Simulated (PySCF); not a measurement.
# C₄H₄O, SMILES `CC#CC=O`: electronic structure

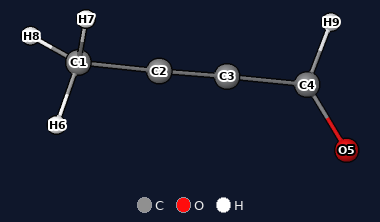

The molecule, with its atoms numbered as below. No frequency check shows the geometry to be a minimum.

Cartesian coordinates (Å):

```
C1      -2.5161   -0.1308   -0.0006
C2      -1.0870    0.0400   -0.0009
C3       0.1066    0.2105   -0.0006
C4       1.5199    0.3857   -0.0001
O5       2.3371   -0.4975    0.0006
H6      -2.7705   -1.1898   -0.0153
H7      -2.9392    0.3277    0.8978
H8      -2.9434    0.3535   -0.8734
H9       1.8161    1.4555   -0.0003
```

## 1. Bonding charge

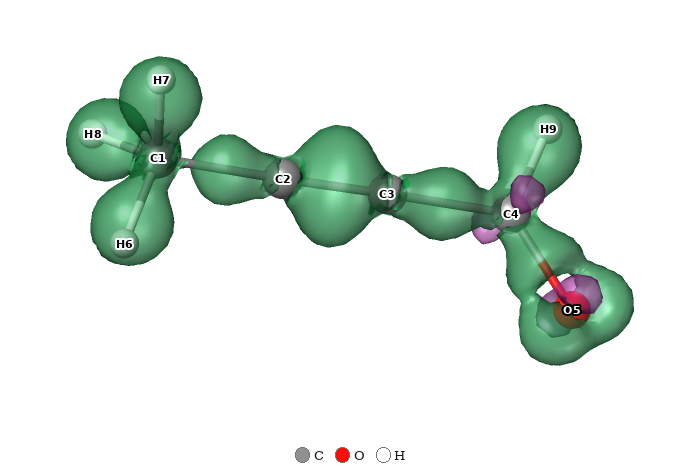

Deformation density (molecule less spherical, spin-averaged free atoms at the same positions), surfaces at ±0.2 e/Å³; green: gain, purple: loss.

Computed with PySCF, BP86/aug-cc-pVDZ, geometry: GFN2-xTB.

> How much density has each bond gained at its critical point, relative to the free atoms?

C2–C3: +0.72 e/Å³ at the bond critical point (bond length 1.21 Å). C4–H9: +0.69 e/Å³ at the bond critical point (bond length 1.11 Å). C1–H6: +0.65 e/Å³ at the bond critical point (bond length 1.09 Å). C1–H8 and C1–H7: +0.64 e/Å³ at the bond critical point (bond length 1.09 Å). C4–O5: +0.57 e/Å³ at the bond critical point (bond length 1.20 Å). C3–C4: +0.52 e/Å³ at the bond critical point (bond length 1.42 Å). C1–C2: +0.44 e/Å³ at the bond critical point (bond length 1.44 Å). In all, 2.1 electrons gather in the regions of gain relative to the promolecule.

> Where do the Hirshfeld charges lie?

The highest Hirshfeld charge is on C4 (+0.11 e), the lowest on O5 (−0.21 e).

| atom | charge (e) |
| --- | --- |
| C1 | −0.08 |
| C2 | 0.00 |
| C3 | −0.07 |
| C4 | +0.11 |
| O5 | −0.21 |
| H6 | +0.07 |
| H7 | +0.07 |
| H8 | +0.07 |
| H9 | +0.04 |

## 2. Local ionisation energy

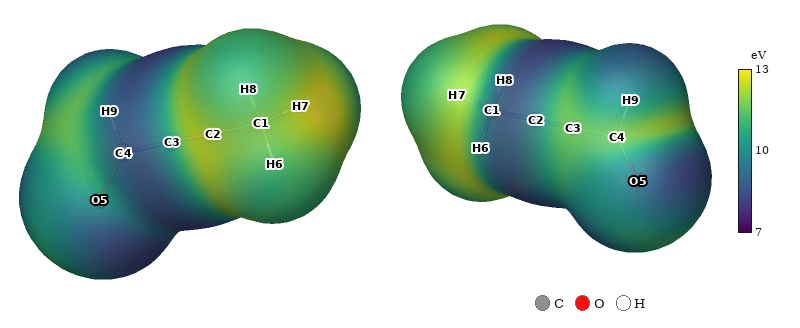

Average local ionisation energy on the surface of electron density 0.001 a.u. (back view left, front view right).

> Locate the minima of the map.

The lowest value is 8.0 eV, 1.9 Å from O5. Further minima include 8.2 eV, off the C2–C3 bond (2.1 to 2.2 Å from its atoms); 8.2 eV, 1.8 Å from O5; 8.7 eV, 1.4 Å from H9. For comparison, the highest occupied orbital lies at −6.2 eV.

## 3. Localised orbitals

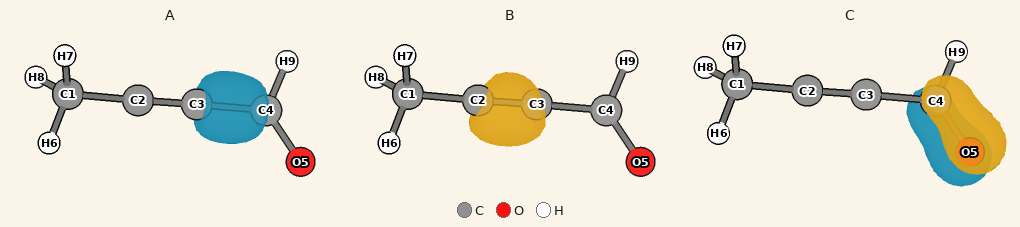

Intrinsic bond orbitals (IBO), occupied; each surface holds about 70 % of the orbital's density. Energies are diagonal elements of the Fock matrix.

Computed with PySCF, TPSSh/cc-pVDZ, geometry: GFN2-xTB.

> What does each orbital represent in a Lewis picture?

By panel:
- A: σ bond C3–C4 (C3 52 %, C4 48 %; −16.8 eV)
- B: σ bond C2–C3 (C2 50 %, C3 49 %; −18.0 eV)
- C: π bond O5–C4 (O5 63 %, C4 34 %; −9.9 eV)

## 4. Stretching a bond

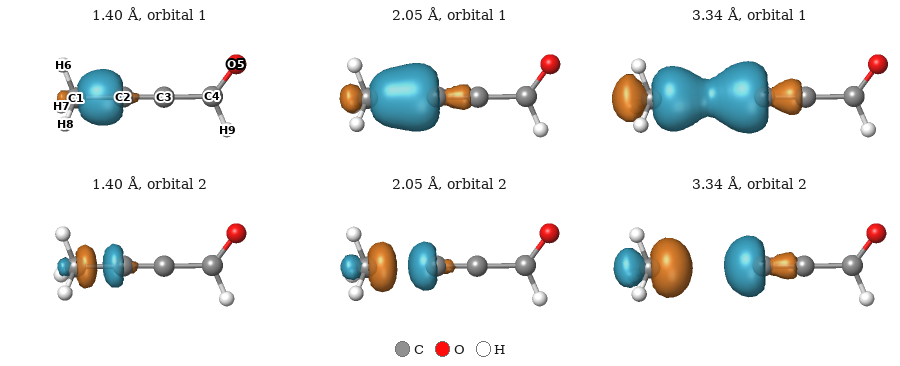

Rigid stretch of the C1–C2 bond. The two CASSCF(2,2) natural orbitals nearest half filling (orbital 1 the more occupied).

Computed with PySCF, def2-SVP basis, geometry: GFN2-xTB.

> How do the occupations change along the stretch?

1.40 Å: 1.99 and 0.01; 2.05 Å: 1.93 and 0.07; 3.34 Å: 1.35 and 0.65. At the longest distance computed (4.26 Å) they are 1.08 and 0.92, and the effective number of unpaired electrons is 2.0.

UHF's ⟨S²⟩ passes 1 along the scan (up to 1.63), so it also polarises electrons outside the stretched bond; its energy lowering isn't due to that bond alone.

UHF already breaks spin symmetry near equilibrium here (⟨S²⟩ = 0.07 at 1.52 Å), for reasons apart from this bond.

> How much energy does the stretch cost?

By CASSCF, 5.5 eV from the lowest point of the scan (1.52 Å) to 4.26 Å; RHF gives 9.0 eV from its own lowest point. The fragments aren't relaxed and dynamic correlation is missing, so this isn't a bond dissociation energy.
